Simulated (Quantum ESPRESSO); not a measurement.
# arsenene, 1 layer: a series in the field along the normal, part 3 of 4

Aim: how the results for arsenene, 1 layer change with the field along the normal.

Quantum ESPRESSO 7.5; plane-wave DFT, PBE, GBRV ultrasoft pseudopotentials.

So far. Step 2 (Relaxing cell and ions of the reference):  The last row is no step: it is a fresh SCF in the final cell with a new plane-wave basis, +0 meV from the row before.

### 5. Band structure, 0 V/Å

Bands along a path place the edges.

File m0.bands.in:

```
&control
  prefix = 'm0.bands'
  outdir = './out'
  pseudo_dir = './pseudo'
  calculation = 'bands'
  tefield = .true.
  dipfield = .true.
/
&system
  ibrav = 0
  nat = 2
  ntyp = 1
  ecutwfc = 40
  ecutrho = 200
  occupations = 'smearing'
  smearing = 'fd'
  degauss = 0.002
  edir = 3
  emaxpos = 0.97
  eopreg = 0.04
  eamp = 0.0
  nbnd = 11
/
&electrons
  conv_thr = 1e-07
  mixing_beta = 0.4
  electron_maxstep = 120
  mixing_mode = 'local-TF'
/
ATOMIC_SPECIES
  As  74.9216  as_pbe_v1.uspp.F.UPF
CELL_PARAMETERS angstrom
  3.57722710100000 0.00000000000000 0.00000000000000
  -1.78861355100000 3.09796954500000 0.00000000000000
  0.00000000000000 0.00000000000000 18.40000000000000
ATOMIC_POSITIONS crystal
  As  0.666666666700 0.333333333300 0.461848441300
  As  0.333333333300 0.666666666700 0.538151558700
K_POINTS crystal_b
4
  0.0000000000 0.0000000000 0.0000000000 10
  0.5000000000 0.0000000000 0.0000000000 10
  0.3333333333 0.3333333333 0.0000000000 10
  0.0000000000 0.0000000000 0.0000000000 1
```

Run with:

```sh
$ cp -r out/m0.scf.save out/m0.bands.save
$ cp out/m0.scf.xml out/m0.bands.xml
$ OMP_NUM_THREADS=1 mpirun -n 4 pw.x -nk 4 -in m0.bands.in > m0.bands.out
```

The program printed:

```text
[banner, memory and clock lines left out]
Program PWSCF v.7.5 starts

          URL

     Presently no symmetry can be used with electric field

     Atomic positions and unit cell read from directory:
     ./out/m0.bands.save/

     G-vector sticks info

     bravais-lattice index     =            0
     lattice parameter (alat)  =       6.7600  a.u.
     unit-cell volume          =    1376.0622 (a.u.)^3
     number of atoms/cell      =            2
     number of atomic types    =            1
     number of electrons       =        10.00
     number of Kohn-Sham states=           11
     kinetic-energy cutoff     =      40.0000  Ry
     charge density cutoff     =     200.0000  Ry
     Exchange-correlation= SLA  PW   PBE  PBE
                           (   1   4   3   4   0   0   0)

     celldm(1)=   6.759980  celldm(2)=   0.000000  celldm(3)=   0.000000
     celldm(4)=   0.000000  celldm(5)=   0.000000  celldm(6)=   0.000000

     crystal axes: (cart. coord. in units of alat)
               a(1) = (   1.000000   0.000000   0.000000 )
               a(2) = (  -0.500000   0.866025   0.000000 )
               a(3) = (   0.000000   0.000000   5.143649 )

     reciprocal axes: (cart. coord. in units 2 pi/alat)
               b(1) = (  1.000000  0.577350 -0.000000 )
               b(2) = (  0.000000  1.154701  0.000000 )
               b(3) = (  0.000000 -0.000000  0.194415 )

     PseudoPot. # 1 for As read from file:
     ./pseudo/as_pbe_v1.uspp.F.UPF
     Pseudo is Ultrasoft + core correction, Zval =  5.0
     Generated by new atomic code, or converted to UPF format
     Using radial grid of  875 points,  6 beta functions with:
                l(1) =   0
                l(2) =   0
                l(3) =   1
                l(4) =   1
                l(5) =   2
                l(6) =   2
     Q(r) pseudized with  8 coefficients,  rinner =    1.300   1.300   1.300
                                                       1.300   1.300

     atomic species   valence    mass     pseudopotential
     As                5.00    74.92160     As( 1.00)

     No symmetry found

   Cartesian axes

     site n.     atom                  positions (alat units)
         1        As     tau(   1) = (   0.5000000   0.2886751   2.3755862  )
         2        As     tau(   2) = (  -0.0000000   0.5773503   2.7680626  )

     number of k points=    31  Fermi-Dirac smearing, width (Ry)=  0.0020
                       cart. coord. in units 2pi/alat
        k(    1) = (   0.0000000   0.0000000   0.0000000), wk =   0.0645161
        k(    2) = (   0.0500000   0.0288675   0.0000000), wk =   0.0645161
        k(    3) = (   0.1000000   0.0577350   0.0000000), wk =   0.0645161
        k(    4) = (   0.1500000   0.0866025   0.0000000), wk =   0.0645161
        k(    5) = (   0.2000000   0.1154701   0.0000000), wk =   0.0645161
        k(    6) = (   0.2500000   0.1443376   0.0000000), wk =   0.0645161
        k(    7) = (   0.3000000   0.1732051   0.0000000), wk =   0.0645161
        k(    8) = (   0.3500000   0.2020726   0.0000000), wk =   0.0645161
        k(    9) = (   0.4000000   0.2309401   0.0000000), wk =   0.0645161
        k(   10) = (   0.4500000   0.2598076   0.0000000), wk =   0.0645161
        k(   11) = (   0.5000000   0.2886751   0.0000000), wk =   0.0645161
        k(   12) = (   0.4833333   0.3175426   0.0000000), wk =   0.0645161
        k(   13) = (   0.4666667   0.3464102   0.0000000), wk =   0.0645161
        k(   14) = (   0.4500000   0.3752777   0.0000000), wk =   0.0645161
        k(   15) = (   0.4333333   0.4041452   0.0000000), wk =   0.0645161
        k(   16) = (   0.4166667   0.4330127   0.0000000), wk =   0.0645161
        k(   17) = (   0.4000000   0.4618802   0.0000000), wk =   0.0645161
        k(   18) = (   0.3833333   0.4907477   0.0000000), wk =   0.0645161
        k(   19) = (   0.3666667   0.5196152   0.0000000), wk =   0.0645161
        k(   20) = (   0.3500000   0.5484828   0.0000000), wk =   0.0645161
        k(   21) = (   0.3333333   0.5773503   0.0000000), wk =   0.0645161
        k(   22) = (   0.3000000   0.5196152   0.0000000), wk =   0.0645161
        k(   23) = (   0.2666667   0.4618802   0.0000000), wk =   0.0645161
        k(   24) = (   0.2333333   0.4041452   0.0000000), wk =   0.0645161
        k(   25) = (   0.2000000   0.3464102   0.0000000), wk =   0.0645161
        k(   26) = (   0.1666667   0.2886751   0.0000000), wk =   0.0645161
        k(   27) = (   0.1333333   0.2309401   0.0000000), wk =   0.0645161
        k(   28) = (   0.1000000   0.1732051   0.0000000), wk =   0.0645161
        k(   29) = (   0.0666667   0.1154701   0.0000000), wk =   0.0645161
        k(   30) = (   0.0333333   0.0577350   0.0000000), wk =   0.0645161
        k(   31) = (   0.0000000   0.0000000   0.0000000), wk =   0.0645161

     Dense  grid:    65677 G-vectors     FFT dimensions: (  32,  32, 160)

     Smooth grid:    47089 G-vectors     FFT dimensions: (  27,  27, 144)

     The potential is recalculated from file :
     ./out/m0.bands.save/charge-density

     negative rho (up, down):  2.460E-04 0.000E+00

     Adding external electric field

     Computed dipole along edir(3) :
        Dipole                0.0000 Ry au,          0.0000 Debye
        Dipole field          0.0000 Ry au,

        Potential amp.       -0.0000 Ry
        Total length         33.3801 bohr

     Starting wfcs are    8 randomized atomic wfcs +    3 random wfcs

     Band Structure Calculation
     Davidson diagonalization with overlap

     ethr =  1.00E-09,  avg # of iterations = 57.0

     End of band structure calculation

          k = 0.0000 0.0000 0.0000 (  5877 PWs)   bands (ev):

   -16.3824 -10.0502  -3.4461  -2.7287  -2.7287  -0.7069   0.7690   0.7690
     2.0411   2.1803   3.0916

          k = 0.0500 0.0289 0.0000 (  5853 PWs)   bands (ev):

   -16.3485 -10.0428  -3.4282  -3.1317  -2.8105  -0.3782   0.6867   0.8521
     2.0922   2.2219   3.1313

          k = 0.1000 0.0577 0.0000 (  5867 PWs)   bands (ev):

   -16.2472 -10.0261  -3.9184  -3.3789  -3.0255  -0.0833   0.7518   1.0622
     2.2442   2.3444   3.2434

          k = 0.1500 0.0866 0.0000 (  5854 PWs)   bands (ev):

   -16.0794 -10.0186  -4.7453  -3.3127  -3.3126  -0.3624   1.2238   1.3155
     2.4465   2.5709   3.4232

          k = 0.2000 0.1155 0.0000 (  5858 PWs)   bands (ev):

   -15.8473 -10.0554  -5.4867  -3.6196  -3.2607  -0.7504   1.5356   1.5619
     2.6334   2.8655   3.6807

          k = 0.2500 0.1443 0.0000 (  5868 PWs)   bands (ev):

   -15.5543 -10.1876  -6.0586  -3.9119  -3.2786  -1.0590   1.5620   1.6815
     2.8630   3.1794   3.9844

          k = 0.3000 0.1732 0.0000 (  5896 PWs)   bands (ev):

   -15.2069 -10.4600  -6.4010  -4.1690  -3.4265  -1.2004   1.2829   1.7515
     3.2288   3.5165   4.2486

          k = 0.3500 0.2021 0.0000 (  5894 PWs)   bands (ev):

   -14.8171 -10.8670  -6.5119  -4.3782  -3.7041  -1.1665   0.9251   1.7681
     3.7080   3.7390   4.4665

          k = 0.4000 0.2309 0.0000 (  5890 PWs)   bands (ev):

   -14.4112 -11.3390  -6.4563  -4.5321  -4.0362  -1.0264   0.6023   1.7584
     3.6668   4.2729   4.8691

          k = 0.4500 0.2598 0.0000 (  5898 PWs)   bands (ev):

   -14.0541 -11.7584  -6.3375  -4.6259  -4.3181  -0.8722   0.3686   1.7442
     3.5096   4.9075   5.4104

          k = 0.5000 0.2887 0.0000 (  5894 PWs)   bands (ev):

   -13.8941 -11.9428  -6.2756  -4.6575  -4.4337  -0.8018   0.2779   1.7381
     3.4418   5.5149   5.6153

          k = 0.4833 0.3175 0.0000 (  5892 PWs)   bands (ev):

   -13.8825 -11.9464  -6.2809  -4.7216  -4.4319  -0.6985   0.2654   1.6975
     3.4609   5.5487   5.6281

          k = 0.4667 0.3464 0.0000 (  5906 PWs)   bands (ev):

   -13.8476 -11.9578  -6.3018  -4.8837  -4.4271  -0.4155   0.2230   1.5948
     3.5199   5.6377   5.6665

          k = 0.4500 0.3753 0.0000 (  5906 PWs)   bands (ev):

   -13.7896 -11.9793  -6.3531  -5.0757  -4.4216  -0.0127   0.1374   1.4761
     3.6240   5.7300   5.7568

          k = 0.4333 0.4041 0.0000 (  5900 PWs)   bands (ev):

   -13.7086 -12.0145  -6.4545  -5.2282  -4.4194  -0.0020   0.4475   1.3883
     3.7834   5.8172   5.8894

          k = 0.4167 0.4330 0.0000 (  5880 PWs)   bands (ev):

   -13.6049 -12.0681  -6.6101  -5.3012  -4.4259  -0.1875   0.9076   1.3558
     4.0143   5.9193   6.0318

          k = 0.4000 0.4619 0.0000 (  5883 PWs)   bands (ev):

   -13.4790 -12.1454  -6.7942  -5.2959  -4.4484  -0.3923   1.3132   1.3769
     4.3365   5.9116   6.1471

          k = 0.3833 0.4907 0.0000 (  5879 PWs)   bands (ev):

   -13.3312 -12.2515  -6.9704  -5.2322  -4.4952  -0.5845   1.4393   1.6172
     4.7623   5.6815   6.2860

          k = 0.3667 0.5196 0.0000 (  5887 PWs)   bands (ev):

   -13.1622 -12.3898  -7.1109  -5.1277  -4.5735  -0.7378   1.5308   1.7919
     5.2775   5.4721   6.4499

          k = 0.3500 0.5485 0.0000 (  5881 PWs)   bands (ev):

   -12.9730 -12.5615  -7.1995  -4.9936  -4.6878  -0.8348   1.6410   1.8340
     5.3351   5.8319   6.4114

          k = 0.3333 0.5774 0.0000 (  5895 PWs)   bands (ev):

   -12.7647 -12.7646  -7.2295  -4.8373  -4.8373  -0.8675   1.7608   1.7608
     5.2924   6.2422   6.2423

          k = 0.3000 0.5196 0.0000 (  5875 PWs)   bands (ev):

   -13.2451 -12.2968  -7.1144  -5.2140  -4.4786  -0.7463   1.3878   1.9914
     5.4169   5.7381   5.8202

          k = 0.2667 0.4619 0.0000 (  5875 PWs)   bands (ev):

   -13.7803 -11.7773  -6.7956  -5.6200  -4.0904  -0.4284   0.9017   2.1383
     5.0811   5.0951   5.5069

          k = 0.2333 0.4041 0.0000 (  5869 PWs)   bands (ev):

   -14.3209 -11.2388  -6.3178  -5.9603  -3.7184   0.0042   0.4536   2.1413
     4.4066   4.4291   5.0131

          k = 0.2000 0.3464 0.0000 (  5857 PWs)   bands (ev):

   -14.8307 -10.7358  -6.1412  -5.7240  -3.4209   0.1319   0.4442   2.0453
     3.7858   3.8706   4.4839

          k = 0.1667 0.2887 0.0000 (  5863 PWs)   bands (ev):

   -15.2861 -10.3420  -6.0690  -5.0561  -3.2514  -0.0166   0.7208   1.9930
     3.2763   3.3879   4.0871

          k = 0.1333 0.2309 0.0000 (  5871 PWs)   bands (ev):

   -15.6720 -10.1108  -5.6848  -4.3634  -3.2181   0.0033   0.7148   1.9803
     2.9132   2.9746   3.7775

          k = 0.1000 0.1732 0.0000 (  5855 PWs)   bands (ev):

   -15.9794 -10.0255  -5.0126  -3.7121  -3.2729   0.1512   0.5329   1.7554
     2.6308   2.6395   3.5074

          k = 0.0667 0.1155 0.0000 (  5859 PWs)   bands (ev):

   -16.2023 -10.0214  -4.1459  -3.3604  -3.1765   0.2339   0.3889   1.2998
     2.3214   2.3914   3.2892

          k = 0.0333 0.0577 0.0000 (  5861 PWs)   bands (ev):

   -16.3372 -10.0405  -3.4224  -3.2380  -2.8419  -0.2921   0.6468   0.8933
     2.1096   2.2354   3.1441

          k = 0.0000 0.0000 0.0000 (  5877 PWs)   bands (ev):

   -16.3824 -10.0502  -3.4461  -2.7287  -2.7287  -0.7069   0.7690   0.7690
     2.0411   2.1803   3.0916

     XML data file, pseudopotentials, collected wavefunctions

                                        0.00s GPU  (     383 calls)
```

It took 13 s on 4 MPI ranks of Arm Neoverse V1, shared host; peak memory 0.26 GiB; 53 s of CPU time.

Numbers from this step:

- conduction bottom, on the run's zero: -1.200 eV
- gap by band count: 1.528 eV

Band numbers count within the set of bands kept for display. Electronic bands along the path, in eV, zero at the highest filled level of the SCF mesh; v1 is the highest filled band, c1 the lowest empty one:

| point | v4 | v3 | v2 | v1 | c1 | c2 | c3 | c4 |
| --- | --- | --- | --- | --- | --- | --- | --- | --- |
| Γ | -7.32 | -0.72 | 0.00 | 0.00 | 2.02 | 3.50 | 3.50 | 4.77 |
| M | -9.21 | -3.55 | -1.93 | -1.70 | 1.93 | 3.01 | 4.47 | 6.17 |
| K | -10.04 | -4.50 | -2.11 | -2.11 | 1.86 | 4.49 | 4.49 | 8.02 |
| Γ | -7.32 | -0.72 | 0.00 | 0.00 | 2.02 | 3.50 | 3.50 | 4.77 |

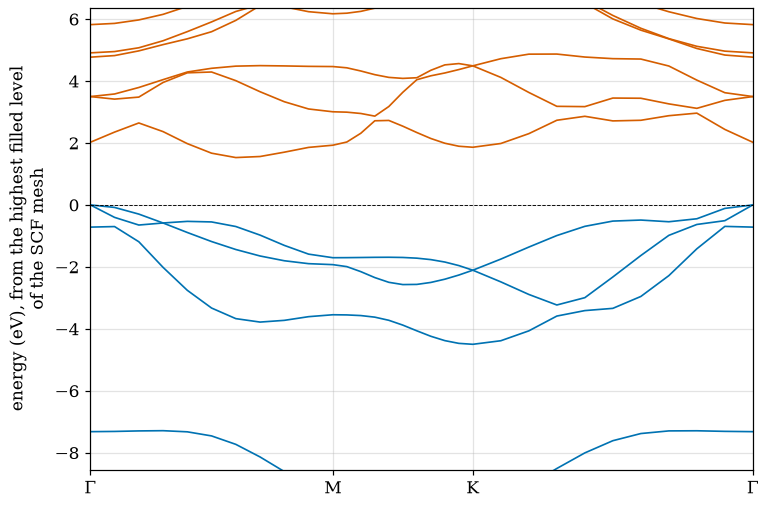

Electronic bands along the path; lines of filled and empty bands in two colours.

Along this path the valence top lies at Γ and the conduction bottom between Γ and M.

### 6. Self-consistent run, 0.05 V/Å

File m1.scf.in:

```
&control
  prefix = 'm1.scf'
  outdir = './out'
  pseudo_dir = './pseudo'
  calculation = 'scf'
  tprnfor = .true.
  tefield = .true.
  dipfield = .true.
/
&system
  ibrav = 0
  nat = 2
  ntyp = 1
  ecutwfc = 40
  ecutrho = 200
  occupations = 'smearing'
  smearing = 'fd'
  degauss = 0.002
  edir = 3
  emaxpos = 0.97
  eopreg = 0.04
  eamp = 0.00097235
  nbnd = 11
/
&electrons
  conv_thr = 1e-09
  mixing_beta = 0.4
  electron_maxstep = 120
  mixing_mode = 'plain'
  startingpot = 'file'
/
ATOMIC_SPECIES
  As  74.9216  as_pbe_v1.uspp.F.UPF
CELL_PARAMETERS angstrom
  3.57722710100000 0.00000000000000 0.00000000000000
  -1.78861355100000 3.09796954500000 0.00000000000000
  0.00000000000000 0.00000000000000 18.40000000000000
ATOMIC_POSITIONS crystal
  As  0.666666666700 0.333333333300 0.461848441300
  As  0.333333333300 0.666666666700 0.538151558700
K_POINTS automatic
  12 12 1 0 0 0
```

Run with:

```sh
$ cp -r out/m0.scf.save out/m1.scf.save
$ OMP_NUM_THREADS=1 mpirun -n 4 pw.x -nk 4 -in m1.scf.in > m1.scf.out
```

The program printed:

```text
[banner, memory and clock lines left out]
Program PWSCF v.7.5 starts
[...]
number of electrons       =        10.00
     number of Kohn-Sham states=           11
     kinetic-energy cutoff     =      40.0000  Ry
     charge density cutoff     =     200.0000  Ry
[...]
number of k points=    74  Fermi-Dirac smearing, width (Ry)=  0.0020
[...]
Dense  grid:    65677 G-vectors     FFT dimensions: (  32,  32, 160)
[...]
The initial density is read from file :
[...]
negative rho (up, down):  2.460E-04 0.000E+00
[...]
Starting wfcs are    8 randomized atomic wfcs +    3 random wfcs
[...]
negative rho (up, down):  2.459E-04 0.000E+00
[...]
estimated scf accuracy    <       0.00106275 Ry
[...]
negative rho (up, down):  2.460E-04 0.000E+00
[...]
estimated scf accuracy    <       0.00537381 Ry
[...]
negative rho (up, down):  2.461E-04 0.000E+00
[...]
estimated scf accuracy    <       0.00000121 Ry
[...]
negative rho (up, down):  2.460E-04 0.000E+00
[...]
estimated scf accuracy    <       0.00000036 Ry
[...]
negative rho (up, down):  2.460E-04 0.000E+00
[...]
estimated scf accuracy    <       0.00000005 Ry
[...]
negative rho (up, down):  2.460E-04 0.000E+00
[...]
estimated scf accuracy    <          3.2E-09 Ry
[...]
negative rho (up, down):  2.460E-04 0.000E+00
[...]
Computed dipole along edir(3) :
        Dipole                0.0233 Ry au,          0.0593 Debye
        Dipole field          0.0002 Ry au,
        E field amplitude [Ha a.u.]:  9.7235E-04
        Potential amp.        0.0507 Ry
        Total length         33.3801 bohr
[...]
the Fermi energy is    -2.1465 ev
!    total energy              =     -80.54305534 Ry
     estimated scf accuracy    <          8.2E-10 Ry
     smearing contrib. (-TS)   =      -0.00000000 Ry
     internal energy E=F+TS    =     -80.54305534 Ry
[...]
one-electron contribution =    -119.27221305 Ry
     hartree contribution      =      61.50485921 Ry
     xc contribution           =     -63.01929927 Ry
     ewald contribution        =      40.24363816 Ry
     electric field correction =      -0.00004039 Ry
     convergence has been achieved in   7 iterations
     negative rho (up, down):  2.460E-04 0.000E+00
[...]
Total force =     0.002050     Total SCF correction =     0.000053
[...]
```

It took 26 s on 4 MPI ranks; peak memory 0.52 GiB; 1.7 min of CPU time.

Numbers from this step:

| Item | Value |
| --- | --- |
| free energy | -1095.8441 eV |
| Fermi energy | -2.147 eV |
| dipole along the normal | 0.01235 e·Å |
| valence top, on the run's zero | -2.722 eV |
| conduction bottom, on the run's zero | -1.187 eV |
| gap by band count | 1.535 eV |

(Part 3 of 4 ends here.)

[Logs are printed without paths, hosts, clocks, repeated set-up lines and the standing remarks that a program may print on its own settings, such as how far it seeks lower states.]

[Hosts, paths, dates, database ids (printed as entryN), source tags and the programs' standing remarks are cut or masked in the printed files.]

[Maps of the electrostatic potential energy from Ansatz leave out the sawtooth potential of an applied field or a dipole correction, so their vacuum need not be flat; planar profiles and work functions include it.]
